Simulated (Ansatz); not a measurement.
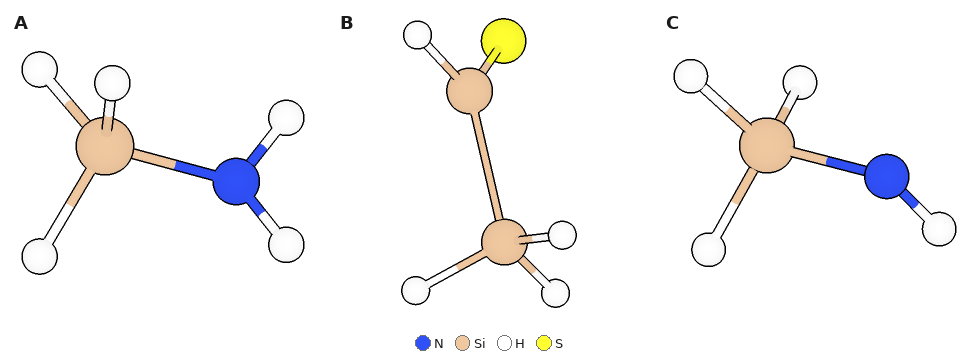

Figure made from data computed with Ansatz.

```xyz
7
charge 0, multiplicity 1
N    -0.0977   -1.0710   -0.0209
Si    0.1280    0.6326   -0.0950
H    -1.0177   -1.4578   -0.1574
H     0.4190   -1.6129    0.6529
H    -0.5280    1.1265   -1.3332
H    -0.4315    1.4166    1.0471
H     1.5892    0.8979   -0.1392
```

Which picture belongs to the input above?

Answer. A. The file holds H5NSi, `N[SiH3]`.
